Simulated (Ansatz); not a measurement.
# TcB (P-6m2): phonons and vibrational spectra

Task: relax TcB (P-6m2), then find its harmonic phonons.

Calculated with Ansatz 0.2.0; DFT PBEsol, scalar-relativistic, plane waves, PAW.

## 1. Set-up

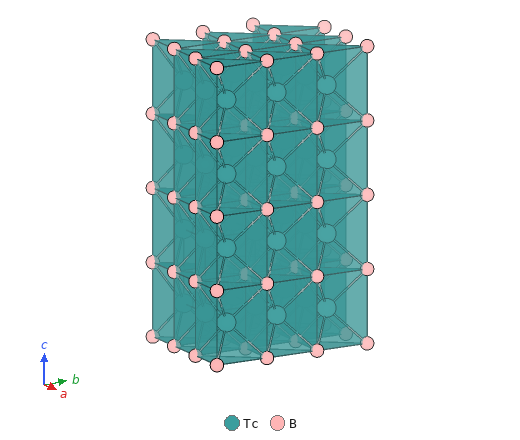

Start, viewed slightly off an axis; technetium teal, boron pink. 2×2×3 cells are drawn. Some periodic images of atoms are drawn too.

Coordinates:

```cif
data_structure
_symmetry_space_group_name_H-M 'P-6m2'
_symmetry_Int_Tables_number 187
_cell_length_a 2.8804
_cell_length_b 2.8804
_cell_length_c 2.9456
_cell_angle_alpha 90.000
_cell_angle_beta 90.000
_cell_angle_gamma 120.000
_cell_volume 21.16
loop_
_atom_site_label
_atom_site_type_symbol
_atom_site_symmetry_multiplicity
_atom_site_Wyckoff_symbol
_atom_site_fract_x
_atom_site_fract_y
_atom_site_fract_z
_atom_site_occupancy
Tc1 Tc 1 a 0.00000 0.00000 0.00000 1
B1 B 1 d 0.33333 0.66667 0.50000 1
```

## 2. Rough relaxation

A rough relaxation comes first, because large forces or stress need no tight tolerances yet.

Contents of input.yaml:

```yaml
crystal:
  lattice:
    - [2.8803887095, 0.0, 0.0]
    - [-1.4401943547, 2.4944897952, 0.0]
    - [0.0, 0.0, 2.945552]
  atoms:
    - { symbol: Tc, position: [0.0, 0.0, 0.0] }
    - { symbol: B, position: [0.33333333, 0.66666667, 0.5] }
kpoints:
  mp_grid: { grid: [9, 9, 6] }
hamiltonian:
  xc: pbesol
scf:
  occupations: { method: gaussian, width: 0.1 }
output:
  forces: true
  stress: true
  eigenvalues: true
relax:
  adjacent_minimum: "off"
  f_tol: 0.05
  max_steps: 80
  cell: { stress_tol: 0.5 }
```

Launch:

```sh
$ ansatz run input.yaml --threads 4 --pin off --max-ram 7168MiB --backend cpu --events-out ev --progress --plain --runs-dir out
```

Numbers of over 12 decimals in the logs are rounded to 6 here.

What it wrote:

```text
The last accepted step is kept in <dir> (removed where the run ends without a failure and the disk answers)
Engine: ansatz 0.2.0, aarch64-unknown-linux-gnu
Pseudopotentials: kind: paw
Pseudopotential: Tc, paw, valence charge 15, recommended cutoff 500 eV (normal), Tc.paw.azcp
Pseudopotential: B, paw, valence charge 3, recommended cutoff 420 eV (normal), B.paw.azcp
Functional definition: PBEsol
  exchange = pbesol_x
[...]
F+E_penalty+E_count = -5491.00647584 eV   max|allowed force component| = 5.320e-17 eV/Å   (the final SCF, on the basis selected at the relaxed cell)
  cell:  # Å, volume = 20.5188 Å³
    - [2.853038, -2.859349290390041e-11, 0]
    - [-1.426519, 2.470803, -9.835977994382849e-19]
    - [0, -1.1614553288166386e-18, 2.910753]
  atoms:
    - { symbol: Tc, position: [-1.8503717008154228e-17, 1.8503717008154225e-17, 0] }
    - { symbol: B, position: [0.333333, 0.666667, 0.500000] }
[key lines of the parts left out:]
SCF converged after 7 iterations
Free energy (F): -5491.006476 eV
Fermi energy:    18.692673 eV
P = ⅓ Tr σ = -0.1438 GPa (-1.438 kbar)
```

It took 2.6 s on 4 threads of Arm Neoverse V1, shared host; peak memory 0.31 GiB; 9 s of CPU time.

Step by step:

```csv
step,energy less that of the first step (eV),largest force component (eV/Å),pressure (GPa),volume (Å³)
1,0.0000,0.0000,-9.63,21.16
2,-0.0172,0.0000,3.21,20.30
3,-0.0204,0.0000,-0.13,20.52
4*,-0.0203,0.0000,-0.14,20.52
```

Relaxation steps marked * repeat the geometry before them on a plane-wave basis chosen anew for their cell, so energy and pressure can jump there.

The run keeps the 12 symmetry operations that it works with, so distortions that break them were not tested.

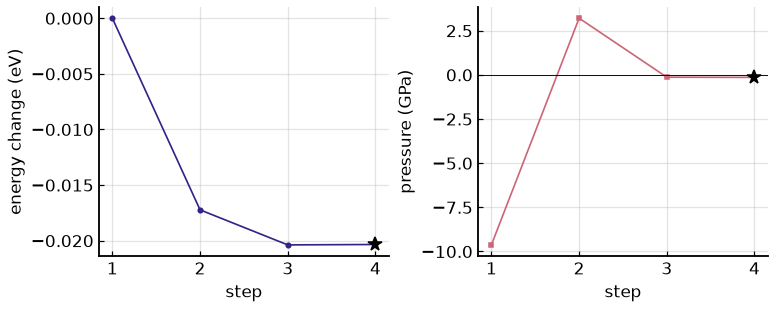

Energy and pressure along the relaxation. Stars mark steps on a basis chosen anew.

```csv
"conventional cell, symmetrised",before,after,change
a (Å),2.880,2.853,-0.9 %
b (Å),2.880,2.853,-0.9 %
c (Å),2.946,2.911,-1.2 %
volume (Å³/atom),10.58,10.26,-3.0 %
```

The relaxed structure:

```
Tc B
1.0
     2.85304    0.00000    0.00000
    -1.42652    2.47080    0.00000
     0.00000    0.00000    2.91075
Tc B
1 1
Direct
  0.00000 0.00000 0.00000
  0.33333 0.66667 0.50000
```

This step gave:

| Item | Value |
| --- | --- |
| pressure | -0.1438 GPa |
| volume per atom | 10.26 Å³ |
| gap on the k-mesh | 0 eV |

In this step the volume went from 10.58 to 10.26 Å³/atom.

## 3. Relaxation

Harmonic phonons are second derivatives at a point where the forces vanish, and they are wanted at zero stress, so atoms and cell are relaxed first.

Contents of input.yaml:

```yaml
crystal:
  lattice:
    - [2.8530377672, 0.0, 0.0]
    - [-1.4265188836, 2.4708031844, 0.0]
    - [0.0, 0.0, 2.9107529476]
  atoms:
    - { symbol: Tc, position: [0.0, 0.0, 0.0] }
    - { symbol: B, position: [0.3333333333, 0.6666666667, 0.5] }
kpoints:
  mp_grid: { grid: [15, 15, 14] }
hamiltonian:
  xc: pbesol
scf:
  occupations: { method: gaussian, width: 0.1 }
output:
  forces: true
  stress: true
  eigenvalues: true
  write_density: true
  write_potential: true
  elf: true
  volumetric_format: npy
relax:
  adjacent_minimum: "off"
  f_tol: 0.005
  max_steps: 80
  cell: { stress_tol: 0.05 }
```

What it wrote:

```text
[...]
Crystal: 2 atoms, lattice volume = 20.519 Å³
Basis set: ecut = 500 eV, 527 PW (Γ), exchange–correlation on 48×48×48 points (8 copies of the dense FFT grid, shifted against one another)
Bands: 13, of which v1, the nominal top of the filled ones, is band 9 counted from 1 (8 counted from 0)
Symmetry: 12 space group operations
[...]
k-points: 216 of 3150 (time reversal used)
[...]
SCF iter   1: F=—  HF=-5491.585786 eV  |F-HF|=—  |Δ(HF+E_count)|=         —  Δρ=9.60e-2  dr2=2.45e0  ethr=3.10e-3  ⟨swp⟩=5.0  Hψ=13667  notcnv=0
[...]
SCF iter   7: F=-5490.995282 eV  HF=-5490.995282 eV  |F-HF|=2.04e-9  |Δ(HF+E_count)|=   7.18e-9  Δρ=5.57e-6  dr2=3.74e-9  ethr=4.89e-10  ⟨swp⟩=6.0  Hψ=16741  notcnv=0
SCF 1 converged in 7 iterations: F = -5490.995282 eV  dr2 = 3.74e-9
[...]
relax step   1: F+E_penalty+E_count = -5490.99528157 eV  Δ(F+E_penalty+E_count) = +0.000e0 eV  max|allowed force component| = 2.082e-17 eV/Å  Δτ_max = 0.0000 Å  P = +0.013 GPa  Ω = 20.519 Å³  (7 SCF iters, dr2 threshold 1.00e-7 eV, accepted)
Crystal: 2 atoms, lattice volume = 20.490 Å³
[...]
SCF iter   6: F=-5490.995359 eV  HF=-5490.995359 eV  |F-HF|=1.82e-12  |Δ(HF+E_count)|=  5.64e-11  Δρ=3.04e-7  dr2=3.91e-12  ethr=1.00e-12  ⟨swp⟩=4.0  Hψ=13244  notcnv=0
SCF 2 converged in 6 iterations: F = -5490.995359 eV  dr2 = 3.91e-12
relax step   2: F+E_penalty+E_count = -5490.99535946 eV  Δ(F+E_penalty+E_count) = -7.790e-5 eV  max|allowed force component| = 1.180e-16 eV/Å  Δτ_max = 0.0000 Å  P = +0.288 GPa  Ω = 20.490 Å³  energy of the carried Pulay correction = +2.741e-6 eV  (6 SCF iters, dr2 threshold 2.00e-7 eV, accepted)
Crystal: 2 atoms, lattice volume = 20.514 Å³
[...]
SCF iter   6: F=-5490.995520 eV  HF=-5490.995520 eV  |F-HF|=2.73e-12  |Δ(HF+E_count)|=  4.55e-12  Δρ=8.21e-8  dr2=3.06e-13  ethr=1.00e-12  ⟨swp⟩=4.2  Hψ=11641  notcnv=0
SCF 3 converged in 6 iterations: F = -5490.995520 eV  dr2 = 3.06e-13
relax step   3: F+E_penalty+E_count = -5490.99551962 eV  Δ(F+E_penalty+E_count) = -1.602e-4 eV  max|allowed force component| = 1.527e-16 eV/Å  Δτ_max = 0.0000 Å  P = -0.016 GPa  Ω = 20.514 Å³  energy of the carried Pulay correction = +4.665e-7 eV  (6 SCF iters, dr2 threshold 2.00e-7 eV, accepted)
[...]
SCF iter   7: F=-5490.995520 eV  HF=-5490.995520 eV  |F-HF|=2.73e-12  |Δ(HF+E_count)|=    0.00e0  Δρ=1.49e-10  dr2=4.03e-18  ethr=1.00e-12  ⟨swp⟩=2.0  Hψ=7273  notcnv=0
SCF 4 converged in 7 iterations: F = -5490.995520 eV  dr2 = 4.03e-18
relax step   4: F+E_penalty+E_count = -5490.99551963 eV  Δ(F+E_penalty+E_count) = -1.299e-8 eV  max|allowed force component| = 1.920e-16 eV/Å  Δτ_max = 0.0000 Å  P = -0.016 GPa  Ω = 20.514 Å³  stress off target by 1.68e-2 GPa  SCF on the basis re-selected at this cell (its energy is not comparable with the rows above)  (7 SCF iters)
basis re-selected at this cell: Δ(F+E_penalty+E_count) = -1.299e-8 eV, ΔP = +0.000 GPa vs the last step (what re-selecting the basis moved, of the pressure what is left beyond the Pulay correction that the steps carried, after the strain that the cell walked since its last selection, with what the two solves' SCF thresholds leave and, on support functions, any second-order correction that the steps lacked; it is no m [...]
SCF converged after 7 iterations
Free energy (F): -5490.995520 eV
[...]
Internal energy: -5490.991622 eV  (E = F + TS)
E sigma→0 (E₀):  -5490.993571 eV
Entropy (-TS):   -0.003897 eV (-1.949 meV/atom)
Fermi energy:    18.669355 eV
[...]
--- Stress (GPa, compression-positive) ---
       -0.016846       0.000000      -0.000000
        0.000000      -0.016846      -0.000000
       -0.000000      -0.000000      -0.014954
  P = ⅓ Tr σ = -0.0162 GPa (-0.162 kbar)
--- Band table (eV; the first three rows and the last of 216) ---
  k-point 0: bands = [... 5 lower, 14.5266, 16.1389, 16.1389, 20.0152, 20.0152, 21.1146, 26.4893, 26.4893]
  k-point 1: bands = [... 5 lower, 14.5268, 16.1792, 16.1792, 19.8642, 19.8642, 21.0119, 26.5345, 26.5345]
  k-point 2: bands = [... 5 lower, 14.4979, 16.2959, 16.2959, 19.4751, 19.4751, 20.7744, 26.5790, 26.5790]
  k-point 215: bands = [... 5 lower, 12.6996, 14.4924, 17.4619, 18.9570, 21.0128, 25.3691, 26.2271, 27.5301]
--- Relaxed structure (3 steps of the walk, 3 accepted, 1 SCFs on fresh bases) ---
[...]
cell:  # Å, volume = 20.5139 Å³
    - [2.849289, 0.0, 0.0]
    - [-1.424644, 2.467556, 0.0]
    - [0.0, 0.0, 2.917723]
  atoms:
    - { symbol: Tc, position: [0, -3.700743415524894e-17, 0.0] }
    - { symbol: B, position: [0.333333, 0.666667, 0.5] }
```

It took 10 s on 4 threads; peak memory 0.42 GiB; 38 s of CPU time.

Step by step:

```csv
step,energy less that of the first step (eV),largest force component (eV/Å),pressure (GPa),volume (Å³)
1,0.0000,0.0000,0.01,20.52
2,-0.0001,0.0000,0.29,20.49
3,-0.0002,0.0000,-0.02,20.51
4*,-0.0002,0.0000,-0.02,20.51
```

Relaxation steps marked * repeat the geometry before them on a plane-wave basis chosen anew for their cell, so energy and pressure can jump there.

The run keeps the 12 symmetry operations that it works with, so distortions that break them were not tested.

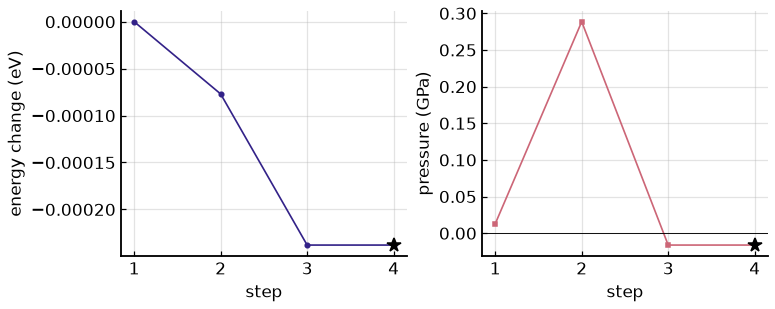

Energy and pressure along the relaxation. Stars mark steps on a basis chosen anew.

```csv
"conventional cell, symmetrised",before,after,change
a (Å),2.853,2.849,-0.1 %
b (Å),2.853,2.849,-0.1 %
c (Å),2.911,2.918,+0.2 %
volume (Å³/atom),10.26,10.26,-0.0 %
```

Final coordinates:

```
Tc B
1.0
     2.84929    0.00000    0.00000
    -1.42464    2.46756    0.00000
     0.00000    0.00000    2.91772
Tc B
1 1
Direct
  0.00000 0.00000 0.00000
  0.33333 0.66667 0.50000
```

Numbers from this step:

* pressure: -0.01622 GPa

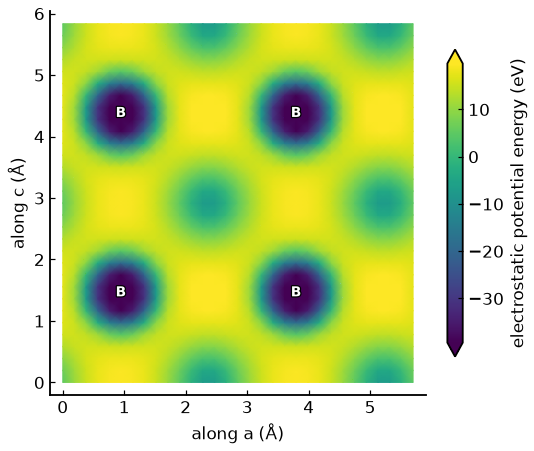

Electrostatic potential energy in the ac plane at fractional y = 0.667, with atoms of B within 0.2 Å of it. With pseudopotentials it is smooth inside the atoms' cores, unlike the true potential.

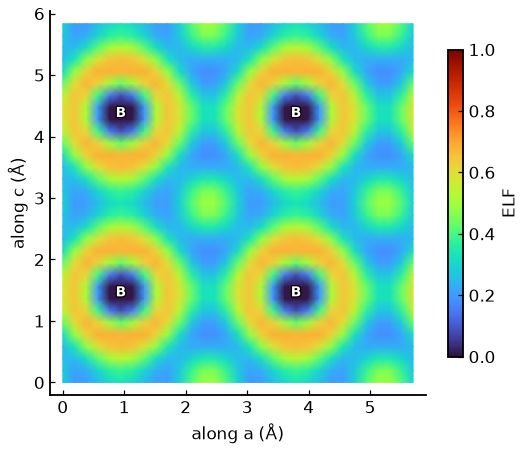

ELF in the ac plane at fractional y = 0.667, with atoms of B within 0.2 Å of it. It is the smooth field of the valence electrons, not physical close to the nuclei.

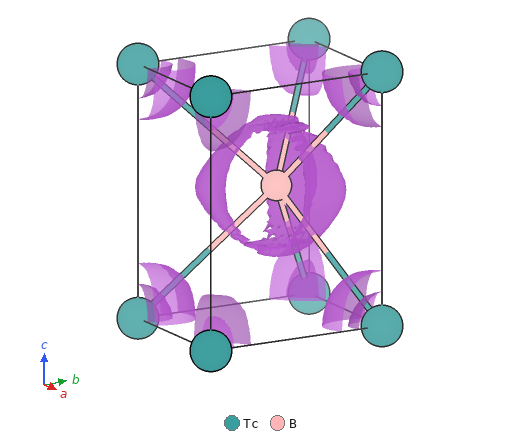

Surface of ELF = 0.68. Bonds to atoms that aren't drawn are left out.

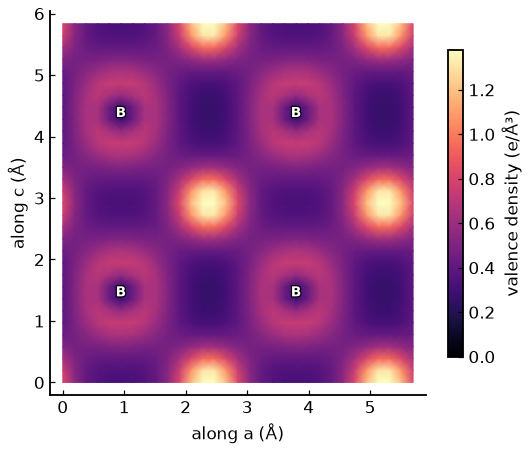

Valence density in the ac plane at fractional y = 0.667, with atoms of B within 0.2 Å of it. It is the smooth field of the valence electrons, not physical close to the nuclei.

In this step the volume went from 10.26 to 10.26 Å³/atom.

## 4. Relaxing to small forces for the phonons

Phonons need a cell at rest on their own settings, so the relaxation is repeated with tight tolerances on forces and stress on the k mesh and occupations of the first response run.

Contents of input.yaml:

```yaml
crystal:
  lattice:
    - [2.8492886016, 0.0, 0.0]
    - [-1.4246443008, 2.4675563117, 0.0]
    - [0.0, 0.0, 2.9177234415]
  atoms:
    - { symbol: Tc, position: [0.0, 0.0, 0.0] }
    - { symbol: B, position: [0.3333333333, 0.6666666667, 0.5] }
kpoints:
  mp_grid: { grid: [15, 15, 16] }
hamiltonian:
  xc: pbesol
scf:
  occupations: { method: methfessel_paxton, width: 0.15 }
output:
  forces: true
  stress: true
  eigenvalues: true
relax:
  adjacent_minimum: "off"
  f_tol: 0.001
  max_steps: 60
  cell: { stress_tol: 0.01 }
```

What it wrote:

```text
[...]
Crystal: 2 atoms, lattice volume = 20.514 Å³
Basis set: ecut = 500 eV, 527 PW (Γ), exchange–correlation on 48×48×48 points (8 copies of the dense FFT grid, shifted against one another)
Bands: 13, of which v1, the nominal top of the filled ones, is band 9 counted from 1 (8 counted from 0)
Symmetry: 12 space group operations
[...]
k-points: 243 of 3600 (time reversal used)
[...]
k-point 242: bands = [... 5 lower, 12.7037, 14.4947, 17.4629, 18.9621, 21.0169, 25.3739, 26.2335, 27.5343]
--- Relaxed structure (3 steps of the walk, 3 accepted, 1 SCFs on fresh bases) ---
[...]
cell:  # Å, volume = 20.5103 Å³
    - [2.848848, 0, 0]
    - [-1.424424, 2.467175, 0]
    - [0, 0, 2.918111]
  atoms:
    - { symbol: Tc, position: [0, -3.7007434155248937e-17, 0] }
    - { symbol: B, position: [0.333333, 0.666667, 0.5] }
[key lines of the parts left out:]
SCF converged after 3 iterations
Free energy (F): -5490.993989 eV
Fermi energy:    18.661803 eV
P = ⅓ Tr σ = -0.0013 GPa (-0.013 kbar)
```

Run time: 10 s. Hardware: 4 threads; peak memory 0.42 GiB; 38 s of CPU time.

Little changed from the start: no atom moved by 0.005 Å and no cell edge by 0.1 %.

This step gave:

| Property | Result |
| --- | --- |
| pressure | -0.001340 GPa |

The forces vanish by symmetry and the pressure is -0.001 GPa, within the tolerances set. The cell now holds 10.26 Å³/atom.

## 5. Zone-centre response

The zone centre comes first: it holds the modes that light can see, as far as symmetry allows. No field response is asked, since the mesh shows no gap.

input.yaml, the sections that differ from step 4:

```yaml
crystal:
  lattice:
    - [2.8488483565, 0.0, 0.0]
    - [-1.4244241782, 2.4671750482, 0.0]
    - [0.0, 0.0, 2.9181113937]
  atoms:
    - { symbol: Tc, position: [0.0, 0.0, 0.0] }
    - { symbol: B, position: [0.3333333333, 0.6666666667, 0.5] }
output:
  eigenvalues: true
phonons:
  method: dfpt
# kpoints, hamiltonian, scf: as in step 4
# relax: removed
```

What it wrote:

```text
zone centre: on kpoints.mp_grid the ground state, and the responses unless they are solved on pairs of k-points, stand on 576 of the mesh's 3600 k-points, reduced under 4 symmetry operations, with k and −k counted as one. Each operation leaves every solved displacement unchanged or reverses it
[...]
Crystal: 2 atoms, lattice volume = 20.510 Å³
Basis set: ecut = 500 eV, 527 PW (Γ), exchange–correlation on 48×48×48 points (8 copies of the dense FFT grid, shifted against one another)
Bands: 13, of which v1, the nominal top of the filled ones, is band 9 counted from 1 (8 counted from 0)
Symmetry: 12 space group operations
k-points: 576 of 3600 (irreducible under 4 space group operations, time reversal used)
[...]
SCF iter   1: F=—  HF=-5491.578805 eV  |F-HF|=—  |Δ(HF+E_count)|=         —  Δρ=9.56e-2  dr2=2.42e0  ethr=3.10e-3  ⟨swp⟩=5.0  Hψ=36311  notcnv=0
[...]
SCF iter   9: F=-5490.993989 eV  HF=-5490.993989 eV  |F-HF|=2.73e-12  |Δ(HF+E_count)|=  1.82e-11  S|Δr|=    0.00e0  Δρ=1.31e-7  dr2=1.90e-12  ethr=1.00e-12  ⟨swp⟩=5.9  Hψ=30543  notcnv=0
SCF 1 converged in 9 iterations: F = -5490.993989 eV  dr2 = 1.90e-12
[...]
DFPT response loops at Γ: preconditioner auto → Kerker (q_TF=auto, 2.670 Å⁻¹) (partly filled bands, converged f_vac=0.000); β = 1.00, the filter's whole step (`scf.mixing.beta` (0.50) is not read by the response loops under this deck's `scf.mixing.preconditioner`; to damp them name `kerker` or `kerker_dos`, under which they read `scf.mixing.beta`, and type it under 1.00, their step now; both keys bind the ground state too); Broyden in place of MSR1
SCF converged after 9 iterations
[...]
Free energy (F): -5490.993989 eV
[...]
Internal energy: -5490.994795 eV  (E = F + TS)
E sigma→0 (E₀):  -5490.994191 eV
Entropy (-TS):   0.000806 eV (0.403 meV/atom)
Fermi energy:    18.661803 eV
[...]
--- Band table (eV; the first three rows and the last of 576) ---
  k-point 0: bands = [... 5 lower, 14.5297, 16.1420, 16.1420, 20.0198, 20.0198, 21.1153, 26.4954, 26.4954]
  k-point 1: bands = [... 5 lower, 14.5303, 16.1729, 16.1729, 19.9032, 19.9032, 21.0356, 26.5316, 26.5316]
  k-point 2: bands = [... 5 lower, 14.5144, 16.2630, 16.2630, 19.5928, 19.5928, 20.8393, 26.5831, 26.5831]
  k-point 575: bands = [... 5 lower, 14.0988, 14.2381, 17.0736, 18.3099, 21.2647, 22.4198, 25.8909, 28.1029]
--- Phonons (Γ-DFPT): 4 representative perturbations + reference, on 576 of 3600 k-points (Σ response iterations 12) ---
  k mesh reduced under 4 symmetry operations, with k and −k counted as one. Each operation leaves every solved displacement unchanged or reverses it
  ASR residual: 3.341e-4 → 0.000e0 eV/Å²; symmetrization residual: 5.426e-7 eV/Å²
  ASR residual per site (eV/Å²): 3.34e-4 1.44e-5
  Γ frequencies (cm⁻¹): 0.00 0.00 0.00 542.57 542.57 604.93
  non-analytic LO–TO correction: not included (Born effective charges unavailable; polar crystals: no LO–TO splitting at Γ)
```

The job ended after 25 s (4 threads; peak memory 0.85 GiB; 93 s of CPU time).

Numbers from this step:

```
sum-rule residual before enforcement                    : 3.34e-4 eV/Å²
point group                                             : -6m2
highest optical mode at the zone centre (no LO-TO term) : 604.9 cm⁻¹
lowest optical zone-centre mode                         : 542.6 cm⁻¹
```

Patterns of degenerate modes are one choice out of their space. The modes at Γ (shares of kinetic energy by element, %):

```csv
mode,frequency (cm⁻¹),symmetry,Tc %,B %
1,0.0,acoustic,90,10
2,0.0,acoustic,90,10
3,0.0,acoustic,90,10
4,542.6,E',10,90
5,542.6,E',10,90
6,604.9,A2'',10,90
```

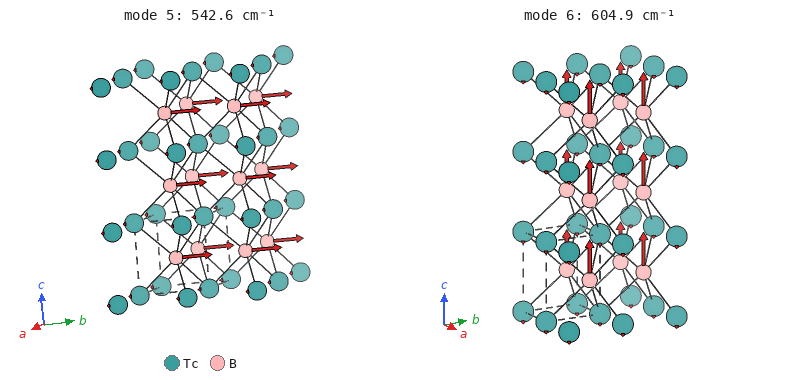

Displacement patterns of modes 5 and 6 at Γ; arrows are exaggerated. Bonds to atoms that aren't drawn are left out. 2×2×3 cells are drawn. Some periodic images of atoms are drawn too.

Before it was imposed, the acoustic sum rule was missed by 3.3e-4 eV/Å². Small misses are needed for a sound result but don't prove that mesh and cutoff are converged. The lowest optical mode is real, 543 cm⁻¹.

(Continued in part 2 of 2.)

[Logs are printed without paths, hosts, clocks, repeated set-up lines and the standing remarks that a program may print on its own settings, such as how far it seeks lower states.]

[Hosts, paths, dates, database ids (printed as entryN), source tags and the programs' standing remarks are cut or masked in the printed files.]
